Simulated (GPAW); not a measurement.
Consider CsH3O2 (Amm2).

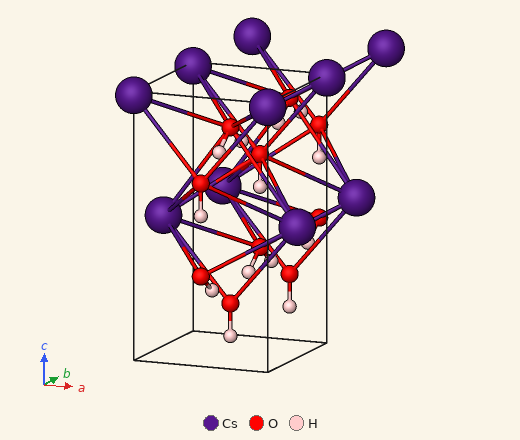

The structure (caesium purple, oxygen red, hydrogen pink). 1×2×1 conventional cells are drawn. Some periodic images of atoms are drawn too.

```cif
data_structure
_symmetry_space_group_name_H-M 'P 1'
_symmetry_Int_Tables_number 1
_cell_length_a 4.2502
_cell_length_b 4.5918
_cell_length_c 4.5918
_cell_angle_alpha 57.614
_cell_angle_beta 90.000
_cell_angle_gamma 90.000
_cell_volume 75.68
loop_
_atom_site_label
_atom_site_type_symbol
_atom_site_fract_x
_atom_site_fract_y
_atom_site_fract_z
_atom_site_occupancy
Cs1 Cs 0.00000 0.98533 0.98533 1
O2 O 0.50000 0.33406 0.33406 1
O3 O 0.50000 0.67951 0.67951 1
H4 H 0.50000 0.45270 0.07118 1
H5 H 0.50000 0.07118 0.45270 1
H6 H 0.50000 0.55847 0.55847 1
```

Absorber: atom 3, with 1 H at 0.97 Å, 2 H at 1.52 Å, 2 Cs at 3.25 Å and 4 Cs at 3.44 Å (9-fold, site symmetry mm2). Method: GPAW, LDA, full core hole (charged cell), 18-atom cell with 6.1 Å between holes, 4×4×4 k points, dipole transitions, Gaussian full width 0.9 eV up to 4 eV, rising linearly to 3.5 eV at 25 eV.

What does the O K edge look like?

Main maxima up to 24 eV above the zero (height): 2.5 eV (1.88), 3.9 eV (1.53), 7.8 eV (2.04), 14.1 eV (0.59) and 18.8 eV (0.72). A K edge sees empty p states on the absorber. The total-energy difference plus the lowest empty eigenvalue puts the zero at 535.79 eV. One term is added: -8.83 eV, since the hole is spin-paired here and a spin-polarised one costs that much less in the free atom (computed apart). The photon energy is then 526.96 eV. The functional and the charged cell's background leave an error in such absolute values: in the free atom LDA prices this hole 4.1 eV below PBE (computed apart), and PBE is itself good to a few eV.

The O K spectrum (energy from the lowest empty level; intensity scaled to a mean of 1 over the first 20 eV; polarised curves are means over the symmetry-equivalent atoms):

| E (eV) | isotropic | ε ∥ x | ε ∥ y | ε ∥ z |
| --- | --- | --- | --- | --- |
| -2.0 | 0.00 | 0.00 | 0.00 | 0.00 |
| -0.5 | 0.00 | 0.00 | 0.00 | 0.01 |
| 1.0 | 0.50 | 0.14 | 0.19 | 1.17 |
| 2.5 | 1.88 | 1.99 | 1.61 | 2.04 |
| 4.0 | 1.52 | 1.38 | 1.28 | 1.92 |
| 5.5 | 1.36 | 0.37 | 0.47 | 3.25 |
| 7.0 | 1.98 | 0.39 | 1.81 | 3.76 |
| 8.5 | 1.78 | 0.94 | 3.17 | 1.22 |
| 10.0 | 0.86 | 1.13 | 0.77 | 0.67 |
| 11.5 | 0.45 | 0.46 | 0.39 | 0.50 |
| 13.0 | 0.55 | 0.62 | 0.45 | 0.59 |
| 14.5 | 0.58 | 0.73 | 0.39 | 0.64 |
| 16.0 | 0.53 | 0.71 | 0.40 | 0.48 |
| 17.5 | 0.64 | 0.89 | 0.50 | 0.54 |
| 19.0 | 0.71 | 0.96 | 0.56 | 0.62 |
| 20.5 | 0.61 | 0.73 | 0.50 | 0.61 |
| 22.0 | 0.51 | 0.56 | 0.41 | 0.57 |
| 23.5 | 0.51 | 0.59 | 0.36 | 0.57 |
| 25.0 | 0.62 | 0.72 | 0.45 | 0.70 |
| 26.5 | 0.83 | 0.91 | 0.67 | 0.90 |
| 28.0 | 0.89 | 1.03 | 0.72 | 0.93 |
| 29.5 | 0.76 | 0.91 | 0.57 | 0.80 |
| 31.0 | 0.64 | 0.63 | 0.52 | 0.77 |

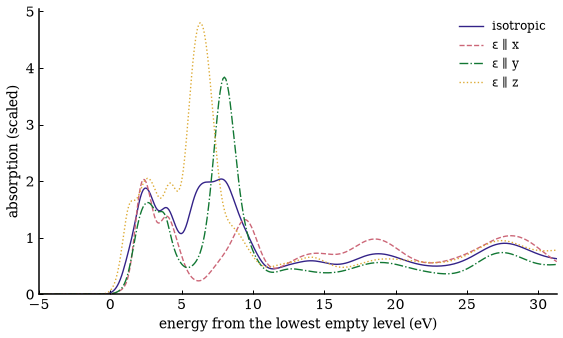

The O K edge.

The crystal has 2 inequivalent O sites and not all are shown here, while a measurement adds them all. The holes are only 6.1 Å apart, so the shape is probably not converged with cell size; no larger cell was run here. The mesh is coarse (0.27 Å⁻¹ between points), so small maxima may be mesh ripples. The structure is a computed Materials Project entry and may be a hypothetical form.

[Banner, clock and machine lines of the logs are left out without a mark of their own.]

[Logs are printed without paths, hosts, clocks, repeated set-up lines and the standing remarks that a program may print on its own settings, such as how far it seeks lower states.]

[Hosts, paths, dates, database ids (printed as entryN), source tags and the programs' standing remarks are cut or masked in the printed files.]

[Lists of maxima count a maximum above −3 eV only where it reaches 4 % of the highest in the window and stands out from its surroundings by 2 % of it (1.5 % where it reaches 55 %); shoulders and weaker maxima are passed over, and of the rest the first, up to two pre-edge ones and the few strongest are named.]
